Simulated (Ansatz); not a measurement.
The starting structures come from a database of crystals and need not be the phases stable at ambient conditions.

 Where the default PAW files enter, the runs use the earlier of Ansatz's two default sets.

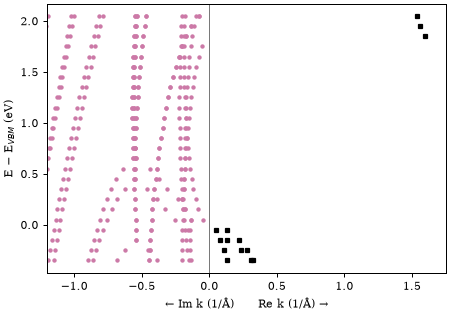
Figure: Complex bands at the centre of the two-dimensional zone; PBEsol (Ansatz, a first-principles code)

The gap is the functional's own. No spin-orbit coupling. Mid-gap values are interpolated on the energy grid.

Question: This is AlP (P6_3mc, wurtzite, not sure to be the ambient phase, 4 atoms a cell, 20.5 Å³ an atom) along the normal of (110). Read off the slowest decay at the centre of the two-dimensional zone at 0.95 eV, the computed energy nearest the middle of the gap.

Answer: κ ≈ 0.16 1/Å, a decay length 1/(2κ) of the density of 3.1 Å.
